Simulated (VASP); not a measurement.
Band structure of NiN (relaxed from the wurtzite structure, space group P6_3mc). All values below come from PBE GGA, VASP's PBE PAW potentials (set 64) (plane waves; VASP).

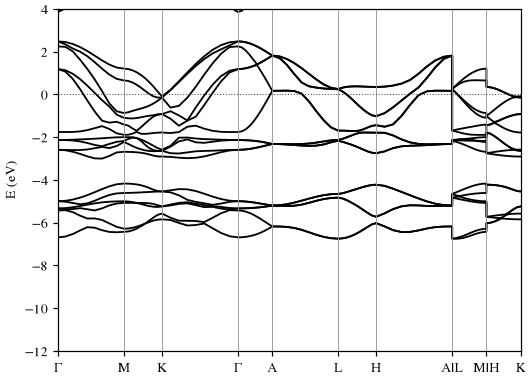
Bands along high-symmetry lines, zero at the valence-band maximum or, without a gap, the Fermi level

Task: Read the plot: is there a gap, and where are the band edges?

Result: It has no gap at this level: it comes out as a metal or semimetal. (Edges off the drawn lines would not show.)

The structure was generated: NiN was put into the wurtzite type (P6_3mc), which need not be its known phase. It was relaxed first, which changed the volume by -11 %. The run is not spin-polarised, so no magnetic state was tried.
